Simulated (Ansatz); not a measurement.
# HfPbSO2 (built on the sites of a database entry of HfPbO3): a soft mode frozen in

Wanted: the energy along a soft mode of HfPbSO2 (built on the sites of a database entry of HfPbO3) and the structure at the end.

Method: DFT PBEsol, scalar-relativistic, plane waves, PAW, in Ansatz 0.2.0.

The structure was built from a prototype and need not be the compound's stable phase.

### Step 1. Starting point

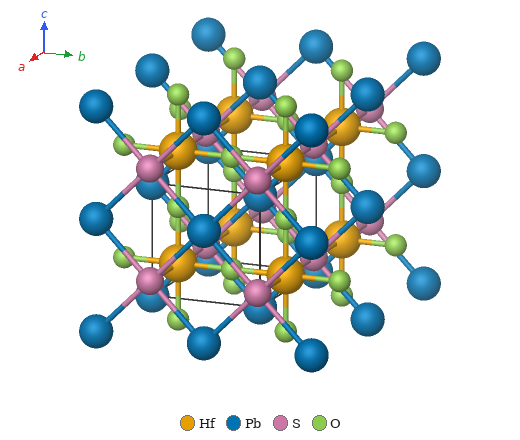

The cell as given, slightly off an axis (hafnium orange, lead blue, sulfur pink, oxygen green). 2×2×2 cells are drawn. Some periodic images of atoms are drawn too.

As a file:

```cif
data_structure
_symmetry_space_group_name_H-M 'P4/mmm'
_symmetry_Int_Tables_number 123
_cell_length_a 4.0962
_cell_length_b 4.0962
_cell_length_c 5.1122
_cell_angle_alpha 90.000
_cell_angle_beta 90.000
_cell_angle_gamma 90.000
_cell_volume 85.78
loop_
_atom_site_label
_atom_site_type_symbol
_atom_site_symmetry_multiplicity
_atom_site_Wyckoff_symbol
_atom_site_fract_x
_atom_site_fract_y
_atom_site_fract_z
_atom_site_occupancy
Hf1 Hf 1 d 0.50000 0.50000 0.50000 1
Pb1 Pb 1 a 0.00000 0.00000 0.00000 1
S1 S 1 c 0.50000 0.50000 0.00000 1
O1 O 2 e 0.00000 0.50000 0.50000 1
```

### Step 2. Phonons on a q mesh

The cell comes from relaxations at this level that are not shown. Stability and thermal properties need the whole zone. Linear response on a 2×4×4 q mesh gives force constants as far as a supercell of that size would, and the tensors from the zone-centre run are typed in so that the long-range dipole term is interpolated apart.

input.yaml

```yaml
crystal:
  lattice:
    - [5.112178275, 0.0, 0.0]
    - [0.0, 4.0961772096, 0.0]
    - [0.0, 0.0, 4.0961772096]
  atoms:
    - { symbol: Hf, position: [0.5, 0.5, 0.5] }
    - { symbol: Pb, position: [0.0, 0.0, 0.0] }
    - { symbol: S, position: [0.0, 0.5, 0.5] }
    - { symbol: O, position: [0.5, 0.0, 0.5] }
    - { symbol: O, position: [0.5, 0.5, 0.0] }
kpoints:
  mp_grid: { grid: [6, 8, 8] }
hamiltonian:
  xc: pbesol
scf:
  occupations: { method: fixed }
output:
  eigenvalues: true
phonons:
  method: dfpt
  qmesh: [2, 4, 4]
  temperatures: { t_max: 1000, t_step: 50 }
  qpath:
    path:
      - [[0.0, 0.0, 0.0], [0.0, 0.0, 0.5], [0.0, 0.5, 0.5], [0.0, 0.0, 0.0], [0.5, 0.0, 0.0], [0.5, 0.0, 0.5], [0.5, 0.5, 0.5], [0.5, 0.0, 0.0]]
      - [[0.0, 0.0, 0.5], [0.5, 0.0, 0.5]]
      - [[0.0, 0.5, 0.5], [0.5, 0.5, 0.5]]
    npoints: 10
  non_analytic_term:
    high_frequency_dielectric_tensor: [[7.0598, 0.0, 0.0], [0.0, 10.8852, 0.0], [0.0, 0.0, 10.8852]]
    born_effective_charges:
      - { species: Hf, tensor: [[5.0627, 0.0, 0.0], [0.0, 6.4774, 0.0], [0.0, 0.0, 6.4774]] }
      - { species: Pb, tensor: [[2.9055, 0.0, 0.0], [0.0, 5.1354, 0.0], [0.0, 0.0, 5.1354]] }
      - { species: S, tensor: [[-3.2555, 0.0, 0.0], [0.0, -3.9495, 0.0], [0.0, 0.0, -3.9495]] }
      - { species: O, tensor: [[-2.3564, 0.0, 0.0], [0.0, -5.9158, 0.0], [0.0, 0.0, -1.7475]] }
      - { species: O, tensor: [[-2.3564, 0.0, 0.0], [0.0, -1.7475, 0.0], [0.0, 0.0, -5.9158]] }
    source: "zone-centre run at this cell"
```

Launch:

```console
$ ansatz run input.yaml --threads 8 --pin off --max-ram 14336MiB --backend cpu --events-out ev --progress --plain --runs-dir out
```

Numbers of over 12 decimals in the logs are rounded to 6 here.

The log of the run:

```text
Engine: ansatz 0.2.0, x86_64-unknown-linux-gnu
Pseudopotentials: kind: paw
Pseudopotential: Hf, paw, valence charge 26, recommended cutoff 420 eV (normal), Hf.paw.azcp
Pseudopotential: Pb, paw, valence charge 14, recommended cutoff 420 eV (normal), Pb.paw.azcp
Pseudopotential: S, paw, valence charge 6, recommended cutoff 420 eV (normal), S.paw.azcp
Pseudopotential: O, paw, valence charge 6, recommended cutoff 420 eV (normal), O.paw.azcp
Functional definition: PBEsol
  exchange = pbesol_x
  correlation = pbesol_c
Crystal: 5 atoms, lattice volume = 85.776 Å³
Basis set: ecut = 420 eV, 1673 PW (Γ), exchange–correlation on 72×60×60 points (8 copies of the dense FFT grid, shifted against one another)
Bands: 35, of which v1, the nominal top of the filled ones, is band 29 counted from 1 (28 counted from 0)
Symmetry: 16 space group operations
k-points: 60 of 384
Non-local potential: Hf, projectors of the file, l = 0: 3, l = 1: 2, l = 2: 2, l = 3: 3
Non-local potential: Pb, projectors of the file, l = 0: 2, l = 1: 2, l = 2: 2, l = 3: 2
Non-local potential: S, projectors of the file, l = 0: 2, l = 1: 2, l = 2: 2
Non-local potential: O, projectors of the file, l = 0: 2, l = 1: 2, l = 2: 1
PAW form: soft (Blöchl's): semilocal exchange-correlation on the pseudo side does not see the compensation charge
PAW frozen core: Hf, regenerated for the run's functional, and the local potential with it (the file was generated under x = pbe(κ = 0.804, μ = 0.219515), c = pbe(β = 0.066725))
PAW frozen core: Pb, regenerated for the run's functional, and the local potential with it (the file was generated under x = pbe(κ = 0.804, μ = 0.219515), c = pbe(β = 0.066725))
PAW frozen core: S, regenerated for the run's functional, and the local potential with it (the file was generated under x = pbe(κ = 0.804, μ = 0.219515), c = pbe(β = 0.066725))
PAW frozen core: O, regenerated for the run's functional, and the local potential with it (the file was generated under x = pbe(κ = 0.804, μ = 0.219515), c = pbe(β = 0.066725))
PAW one-centre angular grid: Hf, 590 points (default); XC on 64 Gauss nodes
PAW one-centre angular grid: Pb, 590 points (default); XC on 64 Gauss nodes
PAW one-centre angular grid: S, 110 points (default); XC on 64 Gauss nodes
PAW one-centre angular grid: O, 110 points (default); XC on 64 Gauss nodes
Initial density: superposition of atomic densities (neutral atoms: chi_scale 0, normalization atom), corrected by the library's trained network
Initial wavefunctions: pseudopotential atomic-orbital guess
Functional: x = pbesol(κ = 0.804, μ = 0.123457), c = pbesol(β = 0.046)
SCF iter   1: F=—  HF=-29364.465983 eV  |F-HF|=—  |Δ(HF+E_count)|=         —  Δρ=1.18e-2  dr2=1.19e-1  ethr=1.77e-3  ⟨swp⟩=4.8  Hψ=7025  notcnv=0  defer=215
preconditioner: auto → Resta (q_TF=auto, 2.556 Å⁻¹)  ε∞=4.6  [insulator: Δε(μ)=1.240 eV  Ē_g=15.715 eV  n_scr=28 (ndim 8)  ℏωp=30.0 eV  f_vac=0.013  ε∞_Penn≈4.6]
SCF iter   2: F=—  HF=-29364.438391 eV  |F-HF|=—  |Δ(HF+E_count)|=   2.76e-2  Δρ=3.50e-3  dr2=1.75e-2  ethr=2.06e-4  ⟨swp⟩=2.0  Hψ=3688  notcnv=0  defer=232
SCF iter   3: F=—  HF=-29364.434636 eV  |F-HF|=—  |Δ(HF+E_count)|=   3.76e-3  Δρ=1.64e-3  dr2=4.25e-3  ethr=3.02e-5  ⟨swp⟩=2.0  Hψ=2657  notcnv=0  defer=234
SCF iter   4: F=—  HF=-29364.433530 eV  |F-HF|=—  |Δ(HF+E_count)|=   1.11e-3  Δρ=7.68e-4  dr2=1.15e-3  ethr=7.32e-6  ⟨swp⟩=2.3  Hψ=2972  notcnv=0  defer=237
SCF iter   5: F=—  HF=-29364.433129 eV  |F-HF|=—  |Δ(HF+E_count)|=   4.01e-4  Δρ=2.35e-4  dr2=1.45e-4  ethr=1.99e-6  ⟨swp⟩=2.0  Hψ=3124  notcnv=0  defer=233
SCF iter   6: F=—  HF=-29364.433058 eV  |F-HF|=—  |Δ(HF+E_count)|=   7.09e-5  Δρ=9.12e-5  dr2=1.26e-5  ethr=2.49e-7  ⟨swp⟩=2.1  Hψ=3655  notcnv=0  defer=154
SCF iter   7: F=—  HF=-29364.433055 eV  |F-HF|=—  |Δ(HF+E_count)|=   3.61e-6  Δρ=2.22e-5  dr2=7.71e-7  ethr=2.18e-8  ⟨swp⟩=2.0  Hψ=3324  notcnv=0  defer=100
SCF iter   8: F=—  HF=-29364.433055 eV  |F-HF|=—  |Δ(HF+E_count)|=   9.45e-7  Δρ=5.01e-6  dr2=2.69e-8  ethr=1.33e-9  ⟨swp⟩=2.0  Hψ=3171  notcnv=0  defer=98
SCF iter   9: F=—  HF=-29364.433056 eV  |F-HF|=—  |Δ(HF+E_count)|=   3.11e-8  Δρ=1.23e-6  dr2=1.20e-9  ethr=4.63e-11  ⟨swp⟩=2.0  Hψ=3724  notcnv=0  defer=98
SCF iter  10: F=—  HF=-29364.433056 eV  |F-HF|=—  |Δ(HF+E_count)|=  7.86e-10  Δρ=2.78e-7  dr2=4.37e-11  ethr=2.06e-12  ⟨swp⟩=2.0  Hψ=3494  notcnv=0  defer=98
SCF iter  11: F=—  HF=-29364.433056 eV  |F-HF|=—  |Δ(HF+E_count)|=  7.28e-12  Δρ=7.93e-8  dr2=4.15e-12  ethr=1.00e-12  ⟨swp⟩=11.6  Hψ=12254  notcnv=0
SCF iter  12: F=-29364.433056 eV  HF=-29364.433056 eV  |F-HF|=7.28e-12  |Δ(HF+E_count)|=    0.00e0  Δρ=8.83e-8  dr2=5.77e-12  ethr=1.00e-12  ⟨swp⟩=5.2  Hψ=8937  notcnv=0
SCF 1 converged in 12 iterations: F = -29364.433056 eV  dr2 = 5.77e-12
  greatest PAW one-centre occupation: 0.999 electrons in one spin orbital (limit 2), on the Hf atom at site 0 (counted from 0), in its partial waves of l = 3
NSCF: frozen V_eff on 60 k-points
NSCF: frozen V_eff on 100 k-points
DFPT response loops at q = (0, 0, 0) (fractional): preconditioner auto → Resta (q_TF=auto, 2.556 Å⁻¹)  ε∞=6.7 (no band partly filled); β = 1.00, the filter's whole step (`scf.mixing.beta` (0.50) is not read by the response loops at its default; to damp them type it under 1.00, their step now; it binds the ground state too); Broyden in place of MSR1
NSCF: frozen V_eff on 320 k-points
DFPT response loops at q = (0, 0, 0.25) (fractional): mixed as the last ones told, above
NSCF: frozen V_eff on 200 k-points
DFPT response loops at q = (0, 0, -0.5) (fractional): mixed as the last ones told, above
NSCF: frozen V_eff on 512 k-points
DFPT response loops at q = (0, 0.25, 0.25) (fractional): mixed as the last ones told, above
NSCF: frozen V_eff on 320 k-points
DFPT response loops at q = (0, 0.25, -0.5) (fractional): mixed as the last ones told, above
NSCF: frozen V_eff on 200 k-points
DFPT response loops at q = (0, -0.5, -0.5) (fractional): mixed as the last ones told, above
NSCF: frozen V_eff on 200 k-points
DFPT response loops at q = (-0.5, 0, 0) (fractional): mixed as the last ones told, above
NSCF: frozen V_eff on 320 k-points
DFPT response loops at q = (-0.5, 0, 0.25) (fractional): mixed as the last ones told, above
NSCF: frozen V_eff on 200 k-points
DFPT response loops at q = (-0.5, 0, -0.5) (fractional): mixed as the last ones told, above
NSCF: frozen V_eff on 512 k-points
DFPT response loops at q = (-0.5, 0.25, 0.25) (fractional): mixed as the last ones told, above
NSCF: frozen V_eff on 320 k-points
DFPT response loops at q = (-0.5, 0.25, -0.5) (fractional): mixed as the last ones told, above
NSCF: frozen V_eff on 200 k-points
DFPT response loops at q = (-0.5, -0.5, -0.5) (fractional): mixed as the last ones told, above
SCF converged after 12 iterations
Free energy (F): -29364.433056 eV
Harris-Foulkes:  -29364.433056 eV  (|F-HF|=7.28e-12)
Internal energy: -29364.433056 eV  (E = F + TS)
E sigma→0 (E₀):  -29364.433056 eV
Fermi energy:    10.665775 eV
--- Per-component energies (eV) ---
  E_band       = -150.014553
  E_kinetic    = 1162.935728
  E_local      = -8730.938618  (includes V_loc(G=0)·N_el)
  E_nonlocal   = -759.569314
  E_hartree    = 3918.180557
  E_xc         = -758.870201
  E_vxc        = -673.195907  (∫ρ·V_xc dr)
  E_paw        = -17948.407448  (= ΣΔE_a)
  E_vpaw       = 1014.387537  (= ΣTr[D̂ρ^β])
  E_aug_tail   = 0.004916  (compensation charges beyond the density's cutoff)
  E_ewald      = -6249.214409
  E_core_change = 1.445733  (= ΣΔE_core)
  E_smearing   = -0.000000  (= −TS)
  E_closure    = -0.000000  (closes the sum)
  Σ components = -29364.433056   (vs F -29364.433056, Δ=0.00e0)
--- Band table (eV; the first three rows and the last of 60) ---
  k-point 0: bands = [... 25 lower, 9.1767, 9.8798, 9.9152, 9.9152, 13.0211, 13.0211, 14.2504, 14.3141, ... 2 higher]
  k-point 1: bands = [... 25 lower, 9.0699, 9.5889, 9.7760, 9.7772, 13.0376, 13.3616, 14.2558, 14.6217, ... 2 higher]
  k-point 2: bands = [... 25 lower, 9.0655, 9.2669, 9.6099, 9.7097, 13.0784, 13.6851, 13.9847, 14.5438, ... 2 higher]
  k-point 59: bands = [... 25 lower, 6.6770, 9.2306, 9.2306, 10.5232, 14.3209, 16.2825, 16.2825, 16.7162, ... 2 higher]
--- Phonons (Γ-DFPT): 9 representative perturbations + reference (Σ response iterations 27) ---
  ASR residual: 9.836e-5 → 0.000e0 eV/Å²; symmetrization residual: 5.305e-6 eV/Å²
  ASR residual per site (eV/Å²): 1.62e-5 1.19e-5 2.66e-5 9.84e-5 9.84e-5
  Γ frequencies (cm⁻¹): -170.25 -121.01 -10.72 -10.72 0.00 0.00 0.00 118.17 118.17 127.01 166.52 166.52 342.49 489.61 489.61
--- Phonons (arbitrary-q DFPT): 12 irreducible q on the 2×4×4 mesh ---
  q = [0.0000, 0.0000, 0.0000] (star 1, of the zone-centre solve; hermiticity 8.54e-7, symmetrization 5.72e-13): -170.25 -121.01 -10.72 -10.72 -0.00 -0.00 0.00 118.17 118.17 127.01 166.52 166.52 342.49 489.61 489.61
  q = [0.0000, 0.0000, 0.2500] (star 4, 15 solved perturbations on 160 of 384 k-point pairs; hermiticity 3.44e-7, symmetrization 5.24e-14): -137.10 -85.27 35.98 57.49 58.34 78.68 128.70 143.55 181.24 215.24 216.08 277.29 339.75 484.51 699.75
  q = [0.0000, 0.0000, -0.5000] (star 2, 15 solved perturbations on 100 of 384 k-point pairs; hermiticity 3.45e-7, symmetrization 3.35e-14): -123.69 -71.80 51.05 63.26 93.55 109.56 169.32 179.17 215.87 232.12 255.03 289.64 335.43 478.19 757.55
  q = [0.0000, 0.2500, 0.2500] (star 4, 9 solved perturbations in 1968 linear systems a pass and spin channel, the states on 256 of 384 k-point pairs; hermiticity 2.86e-7, symmetrization 2.47e-13): -80.00 21.31 54.24 54.63 81.20 89.49 144.98 149.27 156.15 172.11 230.06 321.90 336.49 556.41 745.21
  q = [0.0000, 0.2500, -0.5000] (star 4, 15 solved perturbations on 160 of 384 k-point pairs; hermiticity 1.55e-7, symmetrization 1.21e-13): -63.12 29.96 43.71 75.04 81.11 118.43 158.79 175.67 190.64 200.74 219.24 331.84 342.65 569.32 782.67
  q = [0.0000, -0.5000, -0.5000] (star 1, 9 solved perturbations in 780 linear systems a pass and spin channel, the states on 100 of 384 k-point pairs; hermiticity 1.70e-7, symmetrization 6.11e-13): -126.31 -51.52 47.09 47.09 80.47 134.16 134.16 170.93 170.93 209.30 209.30 326.76 366.21 600.48 811.30
  q = [-0.5000, 0.0000, 0.0000] (star 1, 9 solved perturbations in 780 linear systems a pass and spin channel, the states on 100 of 384 k-point pairs; hermiticity 7.35e-7, symmetrization 5.00e-9): -138.93 32.36 32.36 34.53 39.11 39.11 122.22 147.69 147.69 148.41 148.41 289.70 382.50 492.25 492.25
  q = [-0.5000, 0.0000, 0.2500] (star 4, 15 solved perturbations on 160 of 384 k-point pairs; hermiticity 5.74e-7, symmetrization 3.63e-9): -108.99 -55.07 46.91 66.92 77.10 116.47 132.48 171.09 198.50 205.28 240.78 276.95 370.28 486.99 652.21
  q = [-0.5000, 0.0000, -0.5000] (star 2, 15 solved perturbations on 100 of 384 k-point pairs; hermiticity 4.06e-7, symmetrization 3.46e-9): -78.50 -64.43 57.45 72.15 105.88 112.93 171.03 191.59 223.89 252.91 266.15 277.16 367.90 480.62 736.26
  q = [-0.5000, 0.2500, 0.2500] (star 4, 9 solved perturbations in 1968 linear systems a pass and spin channel, the states on 256 of 384 k-point pairs; hermiticity 2.33e-7, symmetrization 2.84e-9): -101.66 -58.44 42.98 87.13 91.11 118.61 159.28 170.52 170.87 186.03 262.55 307.80 365.46 551.54 706.09
  q = [-0.5000, 0.2500, -0.5000] (star 4, 15 solved perturbations on 160 of 384 k-point pairs; hermiticity 1.63e-7, symmetrization 8.03e-9): -70.25 -64.11 -43.02 68.17 113.55 118.51 157.97 181.66 205.50 218.71 241.60 334.87 363.84 563.45 761.67
  q = [-0.5000, -0.5000, -0.5000] (star 1, 9 solved perturbations in 780 linear systems a pass and spin channel, the states on 100 of 384 k-point pairs; hermiticity 1.33e-7, symmetrization 6.96e-13): -127.26 -89.28 -89.28 -60.39 98.93 98.93 149.27 203.57 203.57 212.94 212.94 359.54 362.15 594.44 793.80
  sum rule: each row above includes the acoustic sum rule's correction from the zone centre's row sums; it moved no ω² by more than (1.29 cm⁻¹)²
  mesh force constants: q→R imaginary residual 1.93e-18; ASR residual 9.836e-5 → 0.000e0 eV/Å²; symmetrization residual 1.421e-14 eV/Å²
  interpolated dispersion: 94 rows × 15 modes
  density of states and harmonic sums: on the 12×16×16 q-mesh, interpolated from the force constants of a 2×4×4 supercell (with the dipole–dipole term of supplied tensors)
  largest difference from the sums on the solved wave vectors: F 3.79e-2 eV, S 4.75e-5 and C_V 1.43e-5 eV/K
  zero-point energy: 0.194335 eV/cell   skipped modes (ω ≤ 0): 697, of them read as no rigid motion or as one in doubt: 694 (2.174e0 modes/cell left out, lowest -170.25 cm⁻¹)   left out of the sums: 1.45e-1 of the cell's modes: C_V's classical limit lies that fraction below 3 k_B per atom; for a crystal, a wire or a layer, F and S can be off by more, and a phonons.interpolated_qmesh denser along its periods is the remedy for the sampling
```

Wall time 5.6 min (8 threads of AMD EPYC 9R45, shared host); peak memory 2.2 GiB; 41 min of CPU time.

This step gave:

```yaml
gap_on_the_k_mesh: 1.335 eV
volume_per_atom: 17.16 Å³
sum_rule_residual_before_enforcement: 9.84e-5 eV/Å²
lowest_frequency_on_the_path: -170.2 cm⁻¹
point_group: 4/mmm
highest_frequency_on_the_path_or_at_a_solved_wavevector: 811.3 cm⁻¹
highest_optical_mode_at_the_zone_centre_no_lo_to_term: 489.6 cm⁻¹
lowest_optical_zone_centre_mode: -170.2 cm⁻¹
lowest_mode_on_the_q_mesh_acoustic_modes_at_gamma_apart: -170.2 cm⁻¹
```

Frequencies (cm⁻¹) solved at each irreducible wavevector; negative means imaginary. Frequencies by wavevector, by row:

| q in reciprocal lattice units | star | mode 1 | mode 2 | mode 3 | mode 4 | mode 13 | mode 14 | mode 15 |
| --- | --- | --- | --- | --- | --- | --- | --- | --- |
| 0 0 0 | 1 | -170.2 | -121 | -10.7 | -10.7 | 342.5 | 489.6 | 489.6 |
| 0 0 0.25 | 4 | -137.1 | -85.3 | 36 | 57.5 | 339.8 | 484.5 | 699.8 |
| 0 0 -0.5 | 2 | -123.7 | -71.8 | 51 | 63.3 | 335.4 | 478.2 | 757.5 |
| 0 0.25 0.25 | 4 | -80 | 21.3 | 54.2 | 54.6 | 336.5 | 556.4 | 745.2 |
| 0 0.25 -0.5 | 4 | -63.1 | 30 | 43.7 | 75 | 342.6 | 569.3 | 782.7 |
| 0 -0.5 -0.5 | 1 | -126.3 | -51.5 | 47.1 | 47.1 | 366.2 | 600.5 | 811.3 |
| -0.5 0 0 | 1 | -138.9 | 32.4 | 32.4 | 34.5 | 382.5 | 492.2 | 492.2 |
| -0.5 0 0.25 | 4 | -109 | -55.1 | 46.9 | 66.9 | 370.3 | 487 | 652.2 |
| -0.5 0 -0.5 | 2 | -78.5 | -64.4 | 57.5 | 72.2 | 367.9 | 480.6 | 736.3 |
| -0.5 0.25 0.25 | 4 | -101.7 | -58.4 | 43 | 87.1 | 365.5 | 551.5 | 706.1 |
| -0.5 0.25 -0.5 | 4 | -70.2 | -64.1 | -43 | 68.2 | 363.8 | 563.5 | 761.7 |
| -0.5 -0.5 -0.5 | 1 | -127.3 | -89.3 | -89.3 | -60.4 | 362.1 | 594.4 | 793.8 |

Interpolated from a 2×4×4 q mesh, with the LO-TO term (at Γ the limit along the path; where Γ stands inside the path, tables give the limit on arrival). The phonon branches at the labelled points (cm⁻¹):

| point | branch 1 | branch 2 | branch 3 | branch 4 | branch 12 | branch 13 | branch 14 | branch 15 |
| --- | --- | --- | --- | --- | --- | --- | --- | --- |
| Γ | -170 | -121 | -11 | 0 | 266 | 342 | 490 | 593 |
| X | -124 | -72 | 51 | 63 | 290 | 335 | 478 | 758 |
| M | -126 | -52 | 47 | 47 | 327 | 366 | 600 | 811 |
| Γ | -170 | -121 | -11 | 0 | 266 | 342 | 490 | 593 |
| Z | -139 | 32 | 32 | 34 | 290 | 382 | 492 | 492 |
| R | -78 | -64 | 57 | 72 | 277 | 368 | 481 | 736 |
| A | -127 | -89 | -89 | -60 | 360 | 362 | 594 | 794 |
| Z | -139 | 32 | 32 | 34 | 290 | 382 | 492 | 492 |
| jump to X | -124 | -72 | 51 | 63 | 290 | 335 | 478 | 758 |
| R | -78 | -64 | 57 | 72 | 277 | 368 | 481 | 736 |
| jump to M | -126 | -52 | 47 | 47 | 327 | 366 | 600 | 811 |
| A | -127 | -89 | -89 | -60 | 360 | 362 | 594 | 794 |

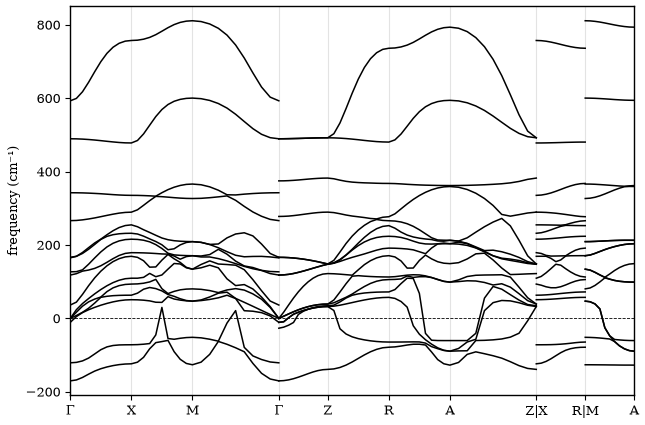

Phonon branches along the path.

Symmetry leaves 12 wavevectors to solve. The lowest mode among them, the acoustic zeros apart, lies at Γ and is imaginary, 170.2i cm⁻¹, so the energy falls along it.

### Step 3. The mode frozen in, largest atomic shift 0 Å

The mode followed lies at Γ with frequency 170.2i cm⁻¹, the softest among the wavevectors solved. At small amplitude the distorted cell has space group no. 115 by a symmetry search on the positions. The undistorted cell that holds it gives the zero of energy on the same k mesh.

input.yaml, the sections that differ from step 2:

```yaml
scf:
  occupations: { method: gaussian, width: 0.02 }
output:
  forces: true
  stress: true
  eigenvalues: true
# crystal, kpoints, hamiltonian: as in step 2
# phonons: removed
```

The log of the run:

```text
[...]
Crystal: 5 atoms, lattice volume = 85.776 Å³
Basis set: ecut = 420 eV, 1673 PW (Γ), exchange–correlation on 72×60×60 points (8 copies of the dense FFT grid, shifted against one another)
Bands: 35, of which v1, the nominal top of the filled ones, is band 29 counted from 1 (28 counted from 0)
Symmetry: 16 space group operations
[...]
k-points: 60 of 384
[...]
k-point 0: bands = [... 25 lower, 9.1767, 9.8798, 9.9152, 9.9152, 13.0211, 13.0211, 14.2505, 14.3141, ... 1 higher]
  k-point 1: bands = [... 25 lower, 9.0699, 9.5889, 9.7760, 9.7772, 13.0377, 13.3616, 14.2558, 14.6217, ... 1 higher]
  k-point 2: bands = [... 25 lower, 9.0655, 9.2669, 9.6099, 9.7098, 13.0784, 13.6851, 13.9847, 14.5438, ... 1 higher]
  k-point 59: bands = [... 25 lower, 6.6770, 9.2307, 9.2307, 10.5232, 14.3209, 16.2825, 16.2825, 16.7162, ... 1 higher]
[key lines of the parts left out:]
SCF converged after 8 iterations
Free energy (F): -29364.433056 eV
Fermi energy:    11.333053 eV
P = ⅓ Tr σ = -0.0006 GPa (-0.006 kbar)
```

Elapsed: 0.8 s, on 8 threads; peak memory 0.61 GiB.

This step gave:

```yaml
pressure: -6.47e-4 GPa
energy_from_the_undistorted_cell: 0 meV/atom
```

At this level the gap is 1.33 eV on the k-mesh of the self-consistent run, which can miss the band edges.

(Continued in part 2 of 3.)

[Logs are printed without paths, hosts, clocks, repeated set-up lines and the standing remarks that a program may print on its own settings, such as how far it seeks lower states.]

[Hosts, paths, dates, database ids (printed as entryN), source tags and the programs' standing remarks are cut or masked in the printed files.]
